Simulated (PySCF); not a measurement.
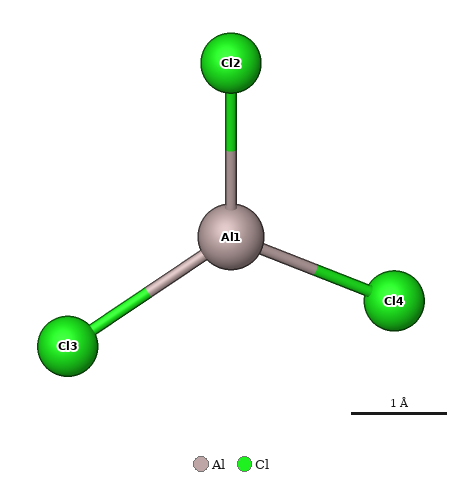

The structure as given in the input (ball-and-stick view, seen at a tilt; atoms are numbered from 1 in the order of the input). Sticks mark near contacts.

AlCl3: frequency calculation

System: AlCl3.
Method: RKS-based PBE0, Al def2-TZVP, Cl def2-TZVP; non-relativistic Hamiltonian; density fitting (PySCF 2.14.0).

Log
```
init E= -1622.72797137517
  HOMO = -0.344787516640108  LUMO = -0.0467368689594014  gap/eV = 8.11037
cycle= 1 E= -1622.72797137516  delta_E= 7.28e-12  |g|= 3.76e-06  |ddm|= 5.22e-06
  HOMO = -0.344787467978907  LUMO = -0.0467362258433159  gap/eV = 8.11039
Extra cycle  E= -1622.72797137516  delta_E= -9.09e-13  |g|= 4.95e-06  |ddm|= 6.86e-06
converged SCF energy = -1622.72797137516
```

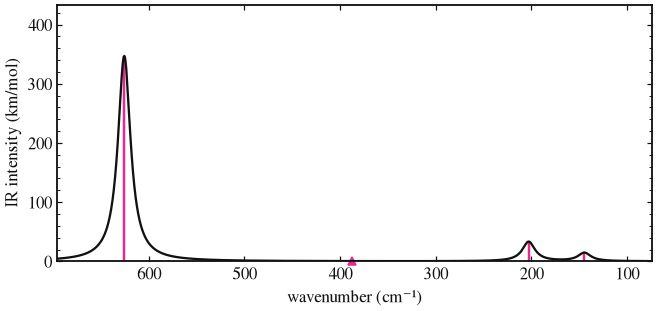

Harmonic infrared spectrum, unscaled: sticks (degenerate modes added up, dark ones marked on the axis) with a Lorentzian envelope of 16 cm⁻¹ full width, scaled to the tallest stick. 6 modes from 144 to 626 cm⁻¹, none imaginary. The strongest line is at 626 cm⁻¹ (347 km/mol). All modes, in cm⁻¹ (km/mol): 144 (7.1), 144 (7.1), 203 (33), 387 (0.0), 626 (174), 626 (174).

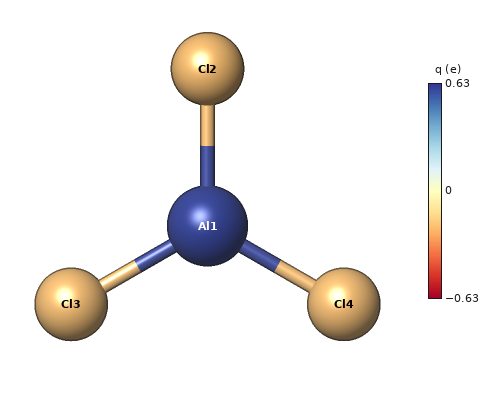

Mulliken charges, as the colour of each atom (ball-and-stick view, seen at a tilt; atoms are numbered from 1 in the order of the input). By element: Al +0.60 and Cl −0.20 e.

The run was set up as follows.

Input file
```python
from pyscf import gto, scf, dft
mol = gto.M(atom='''
Al     0.000000     0.000000     0.000000
Cl     2.069777     0.000000     0.000000
Cl    -1.034889     1.792480     0.000000
Cl    -1.034889    -1.792480     0.000000''',
    basis={'Al': 'def2-TZVP', 'Cl': 'def2-TZVP'},
    charge=0, spin=0)
mf = dft.RKS(mol, xc='PBE0')
mf.grids.atom_grid = (75, 302)
aux = {'Al': 'def2-universal-JKFIT', 'Cl': 'def2-universal-JKFIT'}
mf = mf.density_fit(auxbasis=aux)
mf.conv_tol = 1e-09
mf.diis_space = 10
mf.max_cycle = 60
mf.verbose = 4
mf.kernel()
```

The script is an equivalent of the set-up of the self-consistent field. The run itself was carried out by a driver, which started from the orbitals of the step before it where there was one and computed the further properties.

Launch command:
```bash
OMP_NUM_THREADS=4 python axn.py task.json out
```

Key numbers

- outcome: converged
- total energy: −1622.727971 hartree
- HOMO: −9.38 eV
- LUMO: −1.27 eV
- zero-point energy: 0.004852 hartree
- dipole moment: 0.00 D
- wavenumbers, lowest and highest: 144 and 626 cm⁻¹
- hardware: 4 threads of Arm Neoverse V1, 24 GiB of memory available, shared host
- wall time: 22 s (CPU time 68 s)
- peak memory: 1.5 GiB
